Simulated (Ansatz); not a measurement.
The figure comes from a scan of ZnO (wurtzite): volume and axial ratio are varied about the relaxed values (subscript 0). The numbers are results of PBE (plane waves to 420 eV, PAW, scalar-relativistic; Ansatz, a first-principles code), not measurements. k mesh 12×12×6 (Γ-centred), Fermi-Dirac smearing 0.05 eV. Stress and pressure are positive under compression. As the atoms are clamped, bonds stretch with the cell, which overstates energies and stresses. ZnO was relaxed with its symmetry unable to fall. 

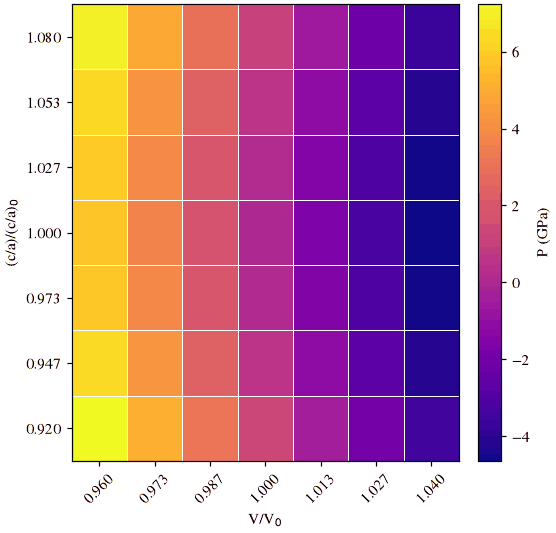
Figure. P (GPa), one tile a computed point.

Task: List the plotted points as numbers.

Result: To the nearest 1:

P (GPa), with V/V₀ across and (c/a)/(c/a)₀ down:

```
(c/a)/(c/a)₀ \ V/V₀  0.960  0.973  0.987  1.000  1.013  1.027  1.040
-------------------  -----  -----  -----  -----  -----  -----  -----
0.920                    7      5      3      1      0     -2     -3
0.947                    6      4      2      1     -1     -3     -4
0.973                    6      4      2      0     -2     -3     -5
1.000                    6      4      2      0     -2     -3     -5
1.027                    6      4      2      0     -2     -3     -5
1.053                    6      4      2      1     -1     -3     -4
1.080                    7      5      3      1     -1     -2     -4
```

(Under strain, the slope of the energy per volume gives the stress and its curvature an elastic modulus.)
